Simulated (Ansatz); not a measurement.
**Run report: WH₂Cl₂F₄, geometry relaxation**

The run: geometry relaxation of WH₂Cl₂F₄. Method and program: RKS PBE-D4/def2-SVP (Ansatz 0.2.0).

It belongs to a series of runs on one base structure; here: end point A relaxed. Figures and captions count atoms from 1; the log counts them from 0 in places.

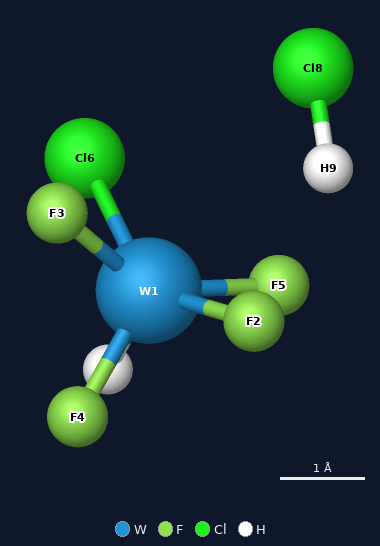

The structure as given in the input (ball-and-stick view, seen at a tilt; atoms are numbered from 1 in the order of the input). Sticks mark near contacts.

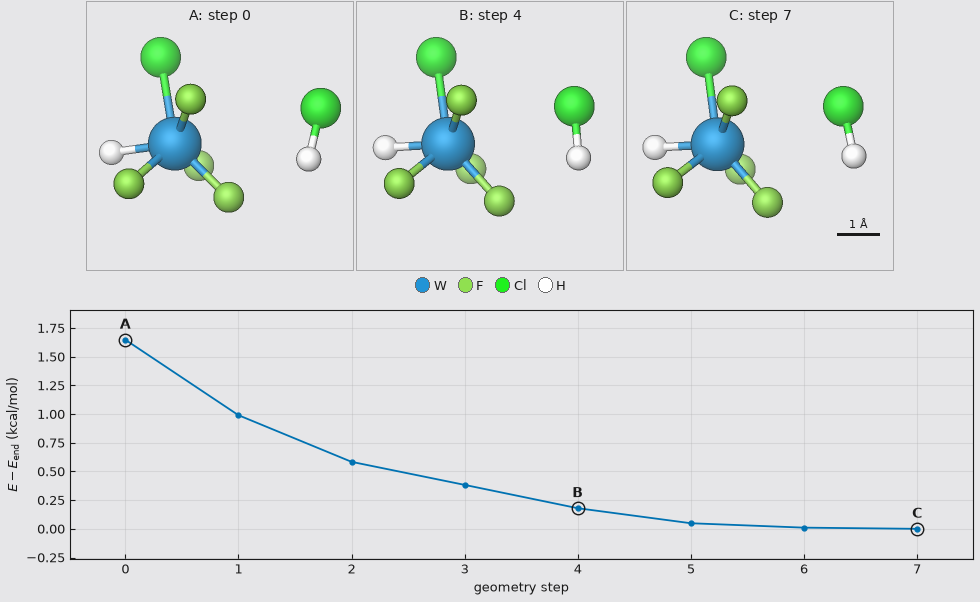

Frames of the relaxation (ball-and-stick view, seen at a tilt) above the curves, on which the letters mark them (the first geometry is step 0 here and step 1 in the log).

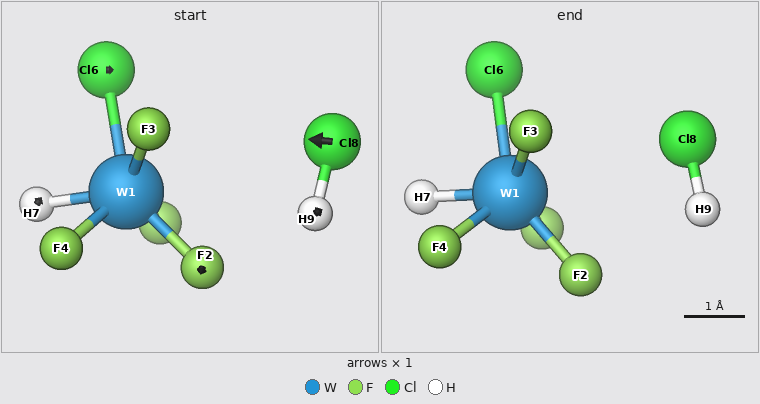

Before (left) and after (right) the relaxation, at one scale (ball-and-stick view, seen at a tilt). The black arrows give the displacements, at true length. Cl8 moves most after the best rigid fit: 0.42 Å. Largest moves by element: Cl 0.42 Å, H 0.15 Å, F 0.14 Å, W 0.07 Å. Among the contacts that change: Cl8–H9 1.339 → 1.302 Å, W1–F2 1.875 → 1.901 Å, W1–Cl6 2.304 → 2.315 Å, W1–H7 1.697 → 1.692 Å. Among the angles that change: Cl6–W1–H7 78.1° → 74.7°, F3–W1–F5 145.6° → 148.9°, F2–W1–Cl6 144.9° → 147.6°. Over 7 geometry steps the energy falls by 1.65 kcal/mol. Largest force component: 0.98 eV/Å at the start, 0.012 eV/Å at the end. (Atoms are counted from 1 in the order of the input.)

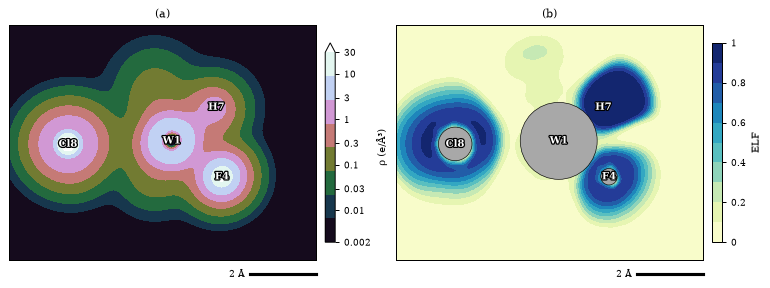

(a) electron density; (b) electron localisation function on the plane of atoms F4, W1 and H7. Grey discs, where drawn, cover atomic cores. The section cuts through W, F, H and Cl sites. W1···Cl8 (3.14 Å): ρ at the midpoint is about 0.13 e/Å³; the ELF is only about 0.10 between them. W–F (1.87 Å): ρ is about 1.1 e/Å³ halfway; the ELF peaks at about 0.80 in the valence shell of F, 0.5 Å from its nucleus, and drops to about 0.25 between the two atoms. W–H (1.69 Å): ρ is about 1.7 e/Å³ halfway, with its minimum of 1 e/Å³ about 1.1 Å from W; the ELF climbs to about 1 towards the hydrogen, as it does in any bond to H.

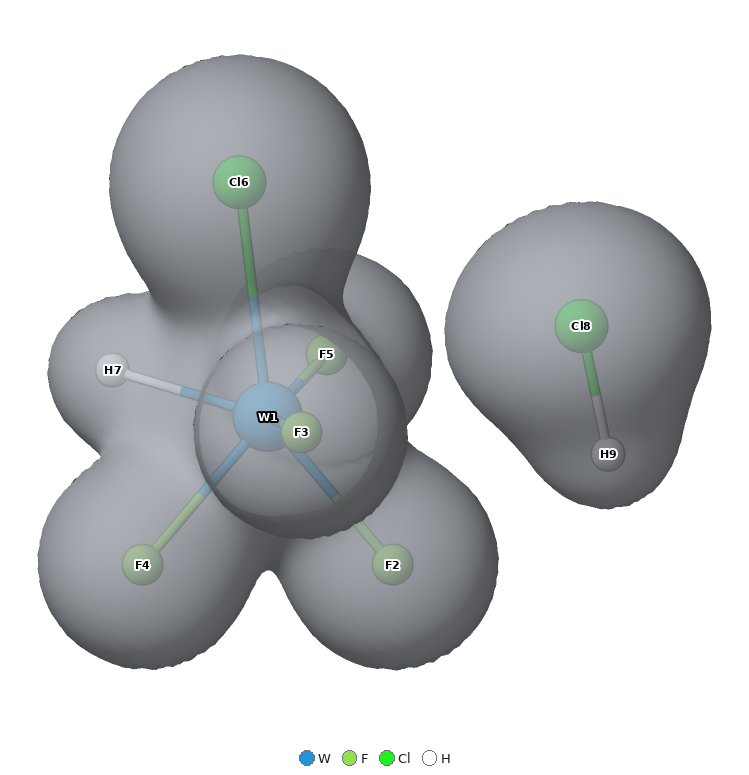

Isosurface of the total electron density at 0.2 e/Å³ (grey), seen at a tilt. At this value the surface falls into two separate pieces. It is pinched off along the W···Cl (3.14 Å) contacts. On the grid the lowest density along these lines, outside the cores, is 0.12 e/Å³ (W···Cl, 3.14 Å), 1 e/Å³ (W–F, 1.87 Å), 0.68 e/Å³ (W–Cl, 2.32 Å) and 1.6 e/Å³ (Cl–H, 1.30 Å).

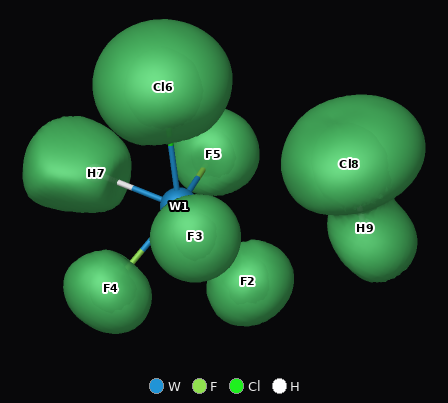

Isosurface of the ELF at 0.75 (green), seen at a tilt. Core shells and regions of very low density are left out. Values along the shortest contacts: W1···Cl8 (3.14 Å): the ELF is only about 0.10 between them. W–F (1.87 Å): the ELF peaks at about 0.80 in the valence shell of F, 0.5 Å from its nucleus, and drops to about 0.25 between the two atoms.

The input that produced these results follows, with the program's output.

The input:
```yaml
crystal:
  periodic: [false, false, false]
  atoms:
    - { symbol: W, position_ang: [0.057705, 0.003685, -0.127077] }
    - { symbol: F, position_ang: [0.315085, 0.542419, 1.649929] }
    - { symbol: F, position_ang: [1.899153, -0.066154, -0.458582] }
    - { symbol: F, position_ang: [0.244289, 1.82987, -0.494401] }
    - { symbol: F, position_ang: [-1.397393, -0.851502, 0.674696] }
    - { symbol: Cl, position_ang: [0.048787, -1.792741, -1.569258] }
    - { symbol: H, position_ang: [-1.158809, 0.441962, -1.226321] }
    - { symbol: Cl, position_ang: [1.428243, -2.323389, 2.232355] }
    - { symbol: H, position_ang: [1.196139, -1.08485, 2.68646] }
basis:
  gaussian: { orbitals: def2-SVP }
hamiltonian:
  xc: pbe
  dispersion: d4
relax:
  f_tol: 0.03
  max_steps: 50
output:
  orbitals: {}
```

Launch command:
```bash
ansatz run input.yaml --threads 4 --pin off --max-ram 5120MiB --backend cpu --events-out ev --progress --plain --runs-dir out
```

The program's output:
```
The last accepted step is kept in [file] (removed where the run ends without a failure and the disk answers)
Engine: ansatz 0.2.0, aarch64-unknown-linux-gnu
Functional definition: PBE
  parameter kappa = 0.804
  parameter beta = 0.06672455060314922
  exchange = pbe_x(kappa = kappa, mu = beta*pi^2/3)
  correlation = pbe_c(beta = beta)
1405 factors; their error is unknown
mean field evaluation 1: about -37732.3412 eV, gradient 7.1e1 eV
mean field evaluation 2: about -37576.2375 eV, gradient 2.9e2 eV
mean field evaluation 4: about -37740.0237 eV, gradient 2.9e1 eV
mean field evaluation 8: about -37741.4876 eV, gradient 3.5e-1 eV
mean field evaluation 16: about -37741.4007 eV, gradient 5.7e-3 eV
mean field -37741.40065851 eV, -1386.9708921600 hartree, gradient 5.1e-5 eV, S^2 0.000000; 0 other end points of the search recorded, 0 dependent functions left out
the calculation of the forces begins
reference -37741.40072839 eV, -1386.9708947281 hartree; 43, 43 occupied and 91, 91 virtual orbitals, 1405 factors
relax step   1: F+E_penalty+E_count = -37741.66233520 eV  Δ(F+E_penalty+E_count) = +0.000e0 eV  max|allowed force component| = 9.776e-1 eV/Å  Δτ_max = 0.0000 Å  (33 SCF iters, accepted)
these checks for a lower state are left out or cut short: starts, cluster_reference, orbital_swaps, neighbouring_geometries, increment
1405 factors; their error is unknown
mean field -37741.42137586 eV, -1386.9716535086 hartree, gradient 1.4e-5 eV, S^2 0.000000; 0 other end points of the search recorded, 0 dependent functions left out
the calculation of the forces begins
reference -37741.42144574 eV, -1386.9716560768 hartree; 43, 43 occupied and 91, 91 virtual orbitals, 1405 factors
relax step   2: F+E_penalty+E_count = -37741.69085442 eV  Δ(F+E_penalty+E_count) = -2.852e-2 eV  max|allowed force component| = 8.213e-1 eV/Å  Δτ_max = 0.1944 Å  (39 SCF iters, accepted)
these checks for a lower state are left out or cut short: starts, cluster_reference, orbital_swaps, neighbouring_geometries, increment
1405 factors; their error is unknown
mean field evaluation 32: about -37741.5159 eV, gradient 2.8e-1 eV
mean field -37741.43171798 eV, -1386.9720335746 hartree, gradient 1.7e-5 eV, S^2 0.000000; 0 other end points of the search recorded, 0 dependent functions left out
the calculation of the forces begins
reference -37741.43178790 eV, -1386.9720361442 hartree; 43, 43 occupied and 91, 91 virtual orbitals, 1405 factors
relax step   3: F+E_penalty+E_count = -37741.70848434 eV  Δ(F+E_penalty+E_count) = -1.763e-2 eV  max|allowed force component| = 7.883e-1 eV/Å  Δτ_max = 0.1621 Å  (33 SCF iters, accepted)
these checks for a lower state are left out or cut short: starts, cluster_reference, orbital_swaps, neighbouring_geometries, increment
1405 factors; their error is unknown
mean field -37741.43935342 eV, -1386.9723141718 hartree, gradient 1.2e-5 eV, S^2 0.000000; 0 other end points of the search recorded, 0 dependent functions left out
the calculation of the forces begins
reference -37741.43942337 eV, -1386.9723167424 hartree; 43, 43 occupied and 91, 91 virtual orbitals, 1405 factors
relax step   4: F+E_penalty+E_count = -37741.71719998 eV  Δ(F+E_penalty+E_count) = -8.716e-3 eV  max|allowed force component| = 6.628e-1 eV/Å  Δτ_max = 0.0458 Å  (33 SCF iters, accepted)
these checks for a lower state are left out or cut short: starts, cluster_reference, orbital_swaps, neighbouring_geometries, increment
1405 factors; their error is unknown
mean field -37741.44745542 eV, -1386.9726119147 hartree, gradient 2.3e-5 eV, S^2 0.000000; 0 other end points of the search recorded, 0 dependent functions left out
the calculation of the forces begins
reference -37741.44752536 eV, -1386.9726144852 hartree; 43, 43 occupied and 91, 91 virtual orbitals, 1405 factors
relax step   5: F+E_penalty+E_count = -37741.72601382 eV  Δ(F+E_penalty+E_count) = -8.814e-3 eV  max|allowed force component| = 4.340e-1 eV/Å  Δτ_max = 0.0558 Å  (31 SCF iters, accepted)
these checks for a lower state are left out or cut short: starts, cluster_reference, orbital_swaps, neighbouring_geometries, increment
1405 factors; their error is unknown
mean field -37741.45298839 eV, -1386.9728152476 hartree, gradient 1.2e-5 eV, S^2 0.000000; 0 other end points of the search recorded, 0 dependent functions left out
the calculation of the forces begins
reference -37741.45305838 eV, -1386.9728178199 hartree; 43, 43 occupied and 91, 91 virtual orbitals, 1405 factors
relax step   6: F+E_penalty+E_count = -37741.73169691 eV  Δ(F+E_penalty+E_count) = -5.683e-3 eV  max|allowed force component| = 2.131e-1 eV/Å  Δτ_max = 0.0632 Å  (33 SCF iters, accepted)
these checks for a lower state are left out or cut short: starts, cluster_reference, orbital_swaps, neighbouring_geometries, increment
1405 factors; their error is unknown
mean field evaluation 64: about -37741.4544 eV, gradient 1.7e-5 eV
mean field -37741.45437450 eV, -1386.9728661864 hartree, gradient 1.7e-5 eV, S^2 0.000000; 0 other end points of the search recorded, 0 dependent functions left out
the calculation of the forces begins
reference -37741.45444456 eV, -1386.9728687610 hartree; 43, 43 occupied and 91, 91 virtual orbitals, 1405 factors
relax step   7: F+E_penalty+E_count = -37741.73336056 eV  Δ(F+E_penalty+E_count) = -1.664e-3 eV  max|allowed force component| = 4.460e-2 eV/Å  Δτ_max = 0.0477 Å  (33 SCF iters, accepted)
these checks for a lower state are left out or cut short: starts, cluster_reference, orbital_swaps, neighbouring_geometries, increment
1405 factors; their error is unknown
mean field -37741.45572855 eV, -1386.9729159468 hartree, gradient 1.3e-5 eV, S^2 0.000000; 0 other end points of the search recorded, 0 dependent functions left out
the calculation of the forces begins
reference -37741.45579858 eV, -1386.9729185203 hartree; 43, 43 occupied and 91, 91 virtual orbitals, 1405 factors
relax step   8: F+E_penalty+E_count = -37741.73380946 eV  Δ(F+E_penalty+E_count) = -4.489e-4 eV  max|allowed force component| = 1.239e-2 eV/Å  Δτ_max = 0.0335 Å  (33 SCF iters, accepted)
1405 factors; their error is unknown
mean field evaluation 96: about -37741.4557 eV, gradient 4.8e-5 eV
mean field -37741.45572855 eV, -1386.9729159468 hartree, gradient 1.3e-5 eV, S^2 0.000000; 1 other end points of the search recorded, 0 dependent functions left out
the calculation of the forces begins
reference -37741.45579858 eV, -1386.9729185203 hartree; 43, 43 occupied and 91, 91 virtual orbitals, 1405 factors
Total energy: -37741.73387949 eV, -1386.9831378053 hartree
Atom 0 at     0.087479    -0.005298    -0.065265 Å, force    -0.003784    -0.007476    -0.004922 eV/Å
Atom 1 at     0.306445     0.676476     1.695521 Å, force    -0.000888    -0.001527     0.003235 eV/Å
Atom 2 at     1.930350    -0.030849    -0.408162 Å, force     0.003657    -0.001154    -0.003618 eV/Å
Atom 3 at     0.219135     1.803785    -0.530151 Å, force    -0.000970     0.006647    -0.006710 eV/Å
Atom 4 at    -1.399895    -0.791258     0.751580 Å, force    -0.000116    -0.003199     0.000097 eV/Å
Atom 5 at     0.099304    -1.851164    -1.462525 Å, force     0.003606     0.006549     0.012389 eV/Å
Atom 6 at    -1.102863     0.305801    -1.227180 Å, force     0.003612     0.002019     0.007984 eV/Å
Atom 7 at     1.269418    -2.183761     1.867160 Å, force    -0.000258    -0.003142     0.002045 eV/Å
Atom 8 at     1.223826    -1.224431     2.746823 Å, force    -0.004859     0.001283    -0.010500 eV/Å
Dipole moment:     0.031698    -0.134716     0.257082 e Å
```

Trajectory as extended XYZ (Å, eV, eV/Å), 8 frames, from step=1 to step=8:
```
9
Properties=species:S:1:pos:R:3:forces:R:3 step=1 energy=-37741.66234
W     0.0577    0.0037   -0.1271   -0.1873  -0.2833  -0.5675
F     0.3151    0.5424    1.6499    0.1033   0.2301   0.6433
F     1.8992   -0.0662   -0.4586    0.0368   0.0404   0.0008
F     0.2443    1.8299   -0.4944    0.0668   0.0326   0.0271
F    -1.3974   -0.8515    0.6747    0.0298   0.0364  -0.0155
Cl    0.0488   -1.7927   -1.5693   -0.0410   0.0472  -0.0001
H    -1.1588    0.4420   -1.2263    0.0143  -0.1321  -0.0374
Cl    1.4282   -2.3234    2.2324   -0.2037   0.9776   0.2598
H     1.1961   -1.0849    2.6865    0.1811  -0.9489  -0.3105
9
Properties=species:S:1:pos:R:3:forces:R:3 step=2 energy=-37741.69085
W     0.0666   -0.0073   -0.1074    0.1149  -0.1419  -0.0101
F     0.3224    0.5580    1.6829   -0.0256   0.1888   0.1823
F     1.9098   -0.0704   -0.4358   -0.0067  -0.0282  -0.0397
F     0.2649    1.8176   -0.4794   -0.1260  -0.0666  -0.0491
F    -1.3903   -0.8492    0.7013   -0.0358   0.0388   0.0018
Cl    0.0363   -1.7919   -1.5595    0.0547  -0.0656  -0.0430
H    -1.1410    0.3646   -1.2397    0.0320   0.1248   0.0275
Cl    1.3694   -2.2344    2.0698   -0.1283   0.7710   0.4149
H     1.1951   -1.0877    2.7356    0.1208  -0.8213  -0.4846
9
Properties=species:S:1:pos:R:3:forces:R:3 step=3 energy=-37741.70848
W     0.0851   -0.0236   -0.0670   -0.0204   0.0988  -0.0406
F     0.3099    0.6234    1.7103   -0.0060   0.0438   0.0226
F     1.9288   -0.0803   -0.3933    0.0184   0.0317  -0.0408
F     0.2553    1.7912   -0.5021    0.0010  -0.0216   0.0262
F    -1.3779   -0.8476    0.7479   -0.0751   0.0236   0.0273
Cl    0.0636   -1.8150   -1.5143    0.0395  -0.1041  -0.0678
H    -1.1154    0.3411   -1.2112    0.0509  -0.0369   0.0772
Cl    1.3226   -2.1918    1.9206   -0.1322   0.7531   0.5244
H     1.1610   -1.0981    2.6769    0.1238  -0.7883  -0.5286
9
Properties=species:S:1:pos:R:3:forces:R:3 step=4 energy=-37741.71720
W     0.0897   -0.0233   -0.0624    0.0114   0.0620   0.0500
F     0.3101    0.6369    1.7121    0.0144   0.0109  -0.0057
F     1.9329   -0.0666   -0.3968    0.0279   0.0190  -0.0154
F     0.2494    1.7908   -0.5031   -0.0187  -0.0276   0.0046
F    -1.3753   -0.8425    0.7569   -0.0568   0.0225  -0.0034
Cl    0.0830   -1.8235   -1.5056    0.0105  -0.0566  -0.0339
H    -1.1129    0.3263   -1.1996    0.0021  -0.0080  -0.0004
Cl    1.2798   -2.1957    1.9048   -0.0543   0.6407   0.4350
H     1.1766   -1.1031    2.6615    0.0634  -0.6628  -0.4309
9
Properties=species:S:1:pos:R:3:forces:R:3 step=5 energy=-37741.72601
W     0.0972   -0.0188   -0.0609   -0.0084   0.0427  -0.0324
F     0.3353    0.6349    1.7126    0.0024   0.0324   0.0321
F     1.9330   -0.0335   -0.4296    0.0523  -0.0039   0.0163
F     0.2193    1.8003   -0.4894   -0.0018   0.0097  -0.0082
F    -1.3867   -0.8054    0.7567   -0.0531  -0.0135   0.0339
Cl    0.0963   -1.8531   -1.4602   -0.0023  -0.0496  -0.0614
H    -1.0937    0.3106   -1.2165   -0.0047  -0.0069   0.0074
Cl    1.2749   -2.1976    1.8863   -0.0410   0.4230   0.3024
H     1.1577   -1.1380    2.6689    0.0567  -0.4340  -0.2900
9
Properties=species:S:1:pos:R:3:forces:R:3 step=6 energy=-37741.73170
W     0.0949   -0.0162   -0.0626   -0.0340   0.0698  -0.0297
F     0.3277    0.6497    1.7051   -0.0066   0.0245   0.0200
F     1.9332   -0.0335   -0.4230    0.0342  -0.0023   0.0051
F     0.2170    1.8002   -0.5037    0.0051  -0.0011  -0.0093
F    -1.3906   -0.8018    0.7549   -0.0352  -0.0106   0.0214
Cl    0.0966   -1.8501   -1.4673    0.0067  -0.0460  -0.0315
H    -1.0975    0.3064   -1.2211    0.0159  -0.0076   0.0274
Cl    1.2645   -2.1814    1.8737   -0.0026   0.1865   0.1699
H     1.1874   -1.1741    2.7115    0.0165  -0.2131  -0.1733
9
Properties=species:S:1:pos:R:3:forces:R:3 step=7 energy=-37741.73336
W     0.0928   -0.0106   -0.0592    0.0259   0.0446   0.0034
F     0.3150    0.6824    1.6985    0.0016  -0.0290   0.0010
F     1.9353   -0.0316   -0.4096   -0.0117   0.0053   0.0049
F     0.2190    1.7992   -0.5279   -0.0080  -0.0349  -0.0116
F    -1.3950   -0.7909    0.7642    0.0211  -0.0152  -0.0119
Cl    0.1067   -1.8525   -1.4651   -0.0168   0.0197   0.0356
H    -1.1030    0.2955   -1.2124   -0.0122   0.0141  -0.0278
Cl    1.2662   -2.1748    1.8498   -0.0007  -0.0196  -0.0045
H     1.1961   -1.2174    2.7294    0.0007   0.0149   0.0110
9
Properties=species:S:1:pos:R:3:forces:R:3 step=8 energy=-37741.73381
W     0.0875   -0.0053   -0.0653   -0.0038  -0.0075  -0.0049
F     0.3064    0.6765    1.6955   -0.0009  -0.0015   0.0032
F     1.9304   -0.0308   -0.4082    0.0037  -0.0012  -0.0036
F     0.2191    1.8038   -0.5302   -0.0010   0.0066  -0.0067
F    -1.3999   -0.7913    0.7516   -0.0001  -0.0032   0.0001
Cl    0.0993   -1.8512   -1.4625    0.0036   0.0065   0.0124
H    -1.1029    0.3058   -1.2272    0.0036   0.0020   0.0080
Cl    1.2694   -2.1838    1.8672   -0.0003  -0.0031   0.0020
H     1.2238   -1.2244    2.7468   -0.0049   0.0013  -0.0105
```

Summary:

| quantity | value |
| --- | --- |
| outcome | converged |
| total energy | −37741.7339 eV |
| mean-field energy | −37741.4558 eV |
| largest force (length of the vector) at the end | 0.014 eV/Å |
| hardware | 4 threads of Arm Neoverse V1, 24 GiB of memory available, shared host |
| wall time | 18 s (CPU time 67 s) |
| peak memory | 0.21 GiB |
